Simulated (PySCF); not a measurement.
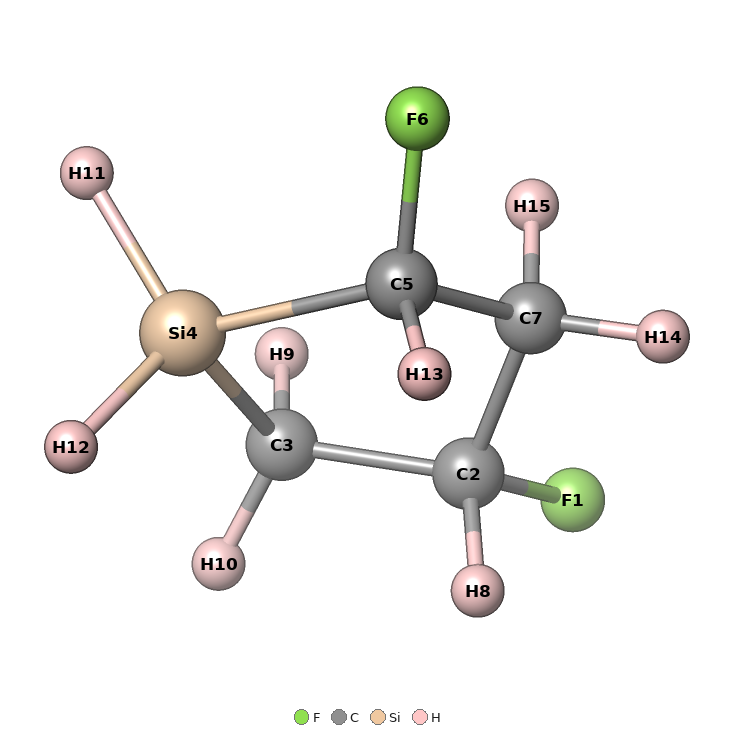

Atoms fade into the background with distance from the viewer. The geometry was computed by an optimisation with PBE0-D3(BJ)/def2-SVP. No frequency run is at hand to confirm it as a minimum.

> What is the conformation of the ring C2–C3–Si4–C5–C7?

It is a twist (half-chair). The Cremer–Pople amplitude Q is 0.44 Å.

> Give the torsion angles round the ring, beginning with the bond from its second to its third atom.

13°, 14°, −38°, 52°, −38°.
